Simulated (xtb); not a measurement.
Geometry relaxation, with input and output: BSiH5O (part 1 of 4)

The run: geometry relaxation of BSiH5O, SMILES OB[SiH3]. Method and program: GFN1-xTB (xtb 6.7.1).

The geometry comes from this level: GFN2-xTB.

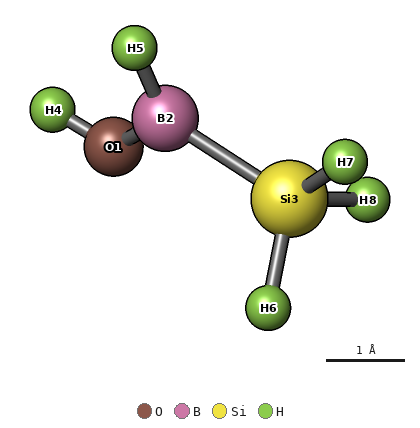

Figure 1. The input geometry (ball-and-stick view, seen at a tilt; atoms are numbered from 1 in the order of the input).

Input (geom.xyz):
```
8
BH5OSi
O     -1.542120     0.468240    -0.735970
B     -0.222370     0.600970    -0.597350
Si     0.656630    -0.611600     0.686170
H     -2.007610     1.042480    -1.347500
H      0.352830     1.427390    -1.231120
H      0.187700    -0.440460     2.070560
H      2.117150    -0.448220     0.763910
H      0.457790    -2.038800     0.391300
```

Run as:
```bash
xtb geom.xyz --gfn1 --ohess tight | tee out.txt
```

Output:
```
* xtb version 6.7.1
   ID    Z sym.   atoms
    1    8 O      1
    2    5 B      2
    3   14 Si     3
    4    1 H      4-8

           -------------------------------------------------
          |                Calculation Setup                |
           -------------------------------------------------

          program call               : xtb geom.xyz --gfn1 --ohess tight
          coordinate file            : geom.xyz
          omp threads                :                     1

########################################################################
[WARNING] Please study the warnings concerning your input carefully
-1- prog_main_parseArguments: The use of '--gfn1' is discouraged, please use '--gfn 1' next time
########################################################################

           -------------------------------------------------
          |                 G F N 1 - x T B                 |
           -------------------------------------------------

      * Hamiltonian:
        H0-scaling (s, p, d)           1.850000    2.250000    2.000000
        zeta-weighting                 0.000000
      * Dispersion:
        s8                             2.400000
        a1                             0.630000
        a2                             5.000000
        s9                             0.000000
      * Repulsion:
        kExp                           1.500000
        rExp                           1.000000
      * Coulomb:
        alpha                          2.000000
        third order                    atomic
        anisotropic                    false
      * Halogen bond correction:
        rad-scale                      1.300000
        damping                        0.440000

          ...................................................
          :                      SETUP                      :
          :.................................................:
          :  # basis functions                  28          :
          :  # atomic orbitals                  27          :
          :  # shells                           17          :
          :  # electrons                        18          :
          :  # halogen bonds                     0          :
          :  max. iterations                   250          :
          :  Hamiltonian                  GFN1-xTB          :
          :  restarted?                      false          :
          :  GBSA solvation                  false          :
          :  PC potential                    false          :
          :  electronic temp.          300.0000000     K    :
          :  accuracy                    1.0000000          :
          :  -> integral cutoff          0.2500000E+02      :
          :  -> integral neglect         0.1000000E-07      :
          :  -> SCF convergence          0.1000000E-05 Eh   :
          :  -> wf. convergence          0.2000000E-04 e    :
          :  Broyden damping             0.4000000          :
          :  net charge                          0          :
          :  unpaired electrons                  0          :
          ...................................................

 iter      E             dE          RMSdq      gap      omega  full diag
   1    -10.7249725 -0.107250E+02  0.645E+00    3.98       0.0  T
   2    -10.7543880 -0.294155E-01  0.367E+00    3.72       1.0  T
   3    -10.7560023 -0.161435E-02  0.953E-01    3.42       1.0  T
   4    -10.7559360  0.662916E-04  0.718E-01    3.60       1.0  T
   5    -10.7586921 -0.275612E-02  0.197E-01    3.55       1.0  T
   6    -10.7589266 -0.234483E-03  0.138E-02    3.53       2.6  T
   7    -10.7589274 -0.730741E-06  0.432E-03    3.53       8.2  T
   8    -10.7589274 -0.384186E-07  0.279E-03    3.53      12.7  T
   9    -10.7589274 -0.411072E-07  0.795E-04    3.53      44.5  T
  10    -10.7589274 -0.336124E-08  0.159E-04    3.53     222.8  T
  11    -10.7589274 -0.124155E-09  0.237E-05    3.53    1489.3  T

   *** convergence criteria satisfied after 11 iterations ***

         #    Occupation            Energy/Eh            Energy/eV
      -------------------------------------------------------------
         1        2.0000           -0.7980434             -21.7159
       ...           ...                  ...                  ...
         3        2.0000           -0.6269088             -17.0591
         4        2.0000           -0.5968897             -16.2422
         5        2.0000           -0.5667548             -15.4222
         6        2.0000           -0.5000843             -13.6080
         7        2.0000           -0.4671180             -12.7109
         8        2.0000           -0.4668200             -12.7028
         9        2.0000           -0.4153098             -11.3012 (HOMO)
        10                         -0.2854534              -7.7676 (LUMO)
        11                         -0.1880093              -5.1160
        12                         -0.1716774              -4.6716
        13                         -0.1574015              -4.2831
        14                         -0.1349350              -3.6718
       ...                                ...                  ...
        27                          1.3592757              36.9878
      -------------------------------------------------------------
                  HL-Gap            0.1298564 Eh            3.5336 eV
             Fermi-level           -0.3503816 Eh           -9.5344 eV

 SCC (total)                   0 d,  0 h,  0 min,  0.004 sec
 SCC setup                      ...        0 min,  0.000 sec (  1.447%)
 Dispersion                     ...        0 min,  0.000 sec (  0.696%)
 classical contributions        ...        0 min,  0.000 sec (  0.288%)
 integral evaluation            ...        0 min,  0.001 sec ( 24.869%)
 iterations                     ...        0 min,  0.001 sec ( 29.839%)
 molecular gradient             ...        0 min,  0.002 sec ( 41.464%)
 printout                       ...        0 min,  0.000 sec (  1.282%)

         :::::::::::::::::::::::::::::::::::::::::::::::::::::
         ::                     SUMMARY                     ::
         :::::::::::::::::::::::::::::::::::::::::::::::::::::
         :: total energy             -10.667722002264 Eh    ::
         :: gradient norm              0.035463227392 Eh/a0 ::
         :: HOMO-LUMO gap              3.533572834161 eV    ::
         ::.................................................::
         :: SCC energy               -10.758927440760 Eh    ::
         :: -> electrostatic           0.039268817474 Eh    ::
         :: repulsion energy           0.092999934492 Eh    ::
         :: dispersion energy         -0.001794495997 Eh    ::
         :: halogen bond corr.         0.000000000000 Eh    ::
         :: add. restraining           0.000000000000 Eh    ::
         :: total charge               0.000000000000 e     ::
         :::::::::::::::::::::::::::::::::::::::::::::::::::::

      -----------------------------------------------------------
     |                   =====================                   |
     |                        A N C O P T                        |
     |                   =====================                   |
     |               Approximate Normal Coordinate               |
     |                Rational Function Optimizer                |
      -----------------------------------------------------------
      -----------------------------------------------------------
     |                   =====================                   |
     |                        A N C O P T                        |
     |                   =====================                   |
     |               Approximate Normal Coordinate               |
     |                Rational Function Optimizer                |
      -----------------------------------------------------------

          ...................................................
          :                      SETUP                      :
          :.................................................:
          :   optimization level             tight          :
          :   max. optcycles                   200          :
          :   ANC micro-cycles                  20          :
          :   degrees of freedom                18          :
          :.................................................:
          :   RF solver                   davidson          :
          :   write xtbopt.log                true          :
          :   linear?                        false          :
          :   energy convergence         0.1000000E-05 Eh   :
          :   grad. convergence          0.8000000E-03 Eh/α :
          :   maxmium RF displ.          1.0000000          :
          :   Hlow (freq-cutoff)         0.1000000E-01      :
          :   Hmax (freq-cutoff)         5.0000000          :
          :   S6 in model hess.         20.0000000          :
          ...................................................

generating ANC from exact Hessian ...
Using Lindh-Hessian (1995)
 Shifting diagonal of input Hessian by    7.7767275309936854E-003
 Lowest  eigenvalues of input Hessian
    0.000000    0.000000    0.000000    0.000000    0.000000    0.000000
    0.010000    0.012944    0.014665    0.024044    0.024261    0.026928
    0.030924    0.041282    0.061574    0.069682    0.149664    0.359576
 Highest eigenvalues
    0.456534    0.558014    0.562046    0.792487    1.187776    1.704368

........................................................................
.............................. CYCLE    1 ..............................
........................................................................

 iter      E             dE          RMSdq      gap      omega  full diag
   1    -10.7589274 -0.107589E+02  0.100E-05    3.53       0.0  T
   2    -10.7589274 -0.577316E-12  0.937E-07    3.53   37721.1  T
   3    -10.7589274  0.532907E-14  0.373E-07    3.53   94753.2  T
     SCC iter.                  ...        0 min,  0.000 sec
     gradient                   ...        0 min,  0.002 sec
 * total energy  :   -10.6677220 Eh     change       -0.3252509E-11 Eh
   gradient norm :     0.0354634 Eh/α   predicted     0.0000000E+00 (-100.00%)
   displ. norm   :     0.1308879 α      lambda       -0.2421476E-02
   maximum displ.:     0.0829413 α      in ANC's #6, #8, #13, ...

........................................................................
.............................. CYCLE    2 ..............................
........................................................................

 iter      E             dE          RMSdq      gap      omega  full diag
   1    -10.7551924 -0.107552E+02  0.102E-01    3.56       0.0  T
   2    -10.7552259 -0.334807E-04  0.505E-02    3.56       1.0  T
   3    -10.7552267 -0.812666E-06  0.185E-02    3.56       1.9  T
   4    -10.7552267 -0.316953E-07  0.201E-03    3.56      17.6  T
   5    -10.7552267 -0.200453E-07  0.632E-04    3.56      55.9  T
   6    -10.7552267 -0.854151E-09  0.220E-04    3.56     160.6  T
   7    -10.7552267 -0.302300E-10  0.129E-05    3.56    2741.1  T
   8    -10.7552267 -0.566658E-12  0.157E-06    3.56   22573.1  T
     SCC iter.                  ...        0 min,  0.001 sec
     gradient                   ...        0 min,  0.002 sec
 * total energy  :   -10.6692730 Eh     change       -0.1551013E-02 Eh
   gradient norm :     0.0130737 Eh/α   predicted    -0.1231478E-02 ( -20.60%)
   displ. norm   :     0.1132416 α      lambda       -0.4530643E-03
   maximum displ.:     0.0998364 α      in ANC's #3, #8, #13, ...

........................................................................
.............................. CYCLE    3 ..............................
........................................................................

 iter      E             dE          RMSdq      gap      omega  full diag
   1    -10.7534517 -0.107535E+02  0.510E-02    3.56       0.0  T
   2    -10.7534630 -0.112140E-04  0.246E-02    3.56       1.4  T
   3    -10.7534632 -0.278424E-06  0.991E-03    3.56       3.6  T
   4    -10.7534632 -0.562670E-08  0.121E-03    3.56      29.2  T
   5    -10.7534632 -0.637019E-08  0.327E-04    3.56     108.0  T
   6    -10.7534632 -0.242103E-09  0.105E-04    3.56     337.5  T
   7    -10.7534632 -0.100702E-10  0.868E-06    3.56    4075.0  T
     SCC iter.                  ...        0 min,  0.000 sec
     gradient                   ...        0 min,  0.002 sec
 * total energy  :   -10.6695507 Eh     change       -0.2776444E-03 Eh
   gradient norm :     0.0041345 Eh/α   predicted    -0.2294370E-03 ( -17.36%)
   displ. norm   :     0.1054352 α      lambda       -0.1344260E-03
   maximum displ.:     0.0955579 α      in ANC's #3, #8, #5, ...

........................................................................
.............................. CYCLE    4 ..............................
........................................................................

 iter      E             dE          RMSdq      gap      omega  full diag
   1    -10.7529389 -0.107529E+02  0.202E-02    3.57       0.0  T
   2    -10.7529397 -0.824661E-06  0.110E-02    3.57       3.2  T
   3    -10.7529397 -0.228971E-07  0.314E-03    3.57      11.3  T
   4    -10.7529397 -0.290979E-08  0.364E-04    3.57      97.1  T
   5    -10.7529397 -0.531438E-09  0.117E-04    3.57     303.3  T
   6    -10.7529397 -0.167901E-10  0.429E-05    3.57     823.4  T
     SCC iter.                  ...        0 min,  0.000 sec
     gradient                   ...        0 min,  0.002 sec
 * total energy  :   -10.6696607 Eh     change       -0.1100047E-03 Eh
   gradient norm :     0.0044497 Eh/α   predicted    -0.6796249E-04 ( -38.22%)
   displ. norm   :     0.2115743 α      lambda       -0.2448642E-03
   maximum displ.:     0.1853640 α      in ANC's #3, #8, #5, ...

........................................................................
.............................. CYCLE    5 ..............................
........................................................................

 iter      E             dE          RMSdq      gap      omega  full diag
   1    -10.7522900 -0.107523E+02  0.345E-02    3.57       0.0  T
   2    -10.7522907 -0.673362E-06  0.195E-02    3.57       1.8  T
   3    -10.7522907 -0.447963E-07  0.343E-03    3.57      10.3  T
   4    -10.7522907 -0.127003E-07  0.539E-04    3.57      65.6  T
   5    -10.7522907 -0.131962E-09  0.145E-04    3.57     244.2  T
   6    -10.7522907 -0.145590E-10  0.168E-05    3.57    2098.7  T
     SCC iter.                  ...        0 min,  0.000 sec
     gradient                   ...        0 min,  0.002 sec
 * total energy  :   -10.6698530 Eh     change       -0.1923471E-03 Eh
   gradient norm :     0.0081646 Eh/α   predicted    -0.1279130E-03 ( -33.50%)
   displ. norm   :     0.2618491 α      lambda       -0.2970020E-03
   maximum displ.:     0.2274843 α      in ANC's #3, #8, #5, ...

........................................................................
.............................. CYCLE    6 ..............................
........................................................................

 iter      E             dE          RMSdq      gap      omega  full diag
   1    -10.7517686 -0.107518E+02  0.497E-02    3.58       0.0  T
   2    -10.7517731 -0.447748E-05  0.255E-02    3.58       1.4  T
   3    -10.7517733 -0.153085E-06  0.735E-03    3.58       4.8  T
   4    -10.7517733 -0.815136E-08  0.164E-03    3.58      21.6  T
   5    -10.7517733 -0.217428E-08  0.367E-04    3.58      96.5  T
   6    -10.7517733 -0.657110E-10  0.796E-05    3.58     444.1  T
   7    -10.7517733 -0.601474E-11  0.817E-06    3.58    4328.3  T
     SCC iter.                  ...        0 min,  0.001 sec
     gradient                   ...        0 min,  0.002 sec
 * total energy  :   -10.6700873 Eh     change       -0.2342709E-03 Eh
   gradient norm :     0.0118636 Eh/α   predicted    -0.1586848E-03 ( -32.26%)
   displ. norm   :     0.3981835 α      lambda       -0.4575544E-03
   maximum displ.:     0.3439902 α      in ANC's #3, #8, #5, ...

........................................................................
.............................. CYCLE    7 ..............................
........................................................................

 iter      E             dE          RMSdq      gap      omega  full diag
   1    -10.7507130 -0.107507E+02  0.107E-01    3.59       0.0  T
   2    -10.7507450 -0.319465E-04  0.516E-02    3.59       1.0  T
   3    -10.7507456 -0.593469E-06  0.179E-02    3.59       2.0  T
   4    -10.7507456 -0.232339E-07  0.354E-03    3.59      10.0  T
   5    -10.7507456 -0.861351E-08  0.978E-04    3.59      36.1  T
   6    -10.7507456 -0.250180E-09  0.160E-04    3.59     220.6  T
   7    -10.7507456 -0.404086E-10  0.154E-05    3.59    2293.2  T
     SCC iter.                  ...        0 min,  0.001 sec
     gradient                   ...        0 min,  0.002 sec
 * total energy  :   -10.6704663 Eh     change       -0.3790310E-03 Eh
   gradient norm :     0.0175213 Eh/α   predicted    -0.2650455E-03 ( -30.07%)
   displ. norm   :     0.5404766 α      lambda       -0.8312943E-03
   maximum displ.:     0.4464061 α      in ANC's #3, #8, #5, ...
```
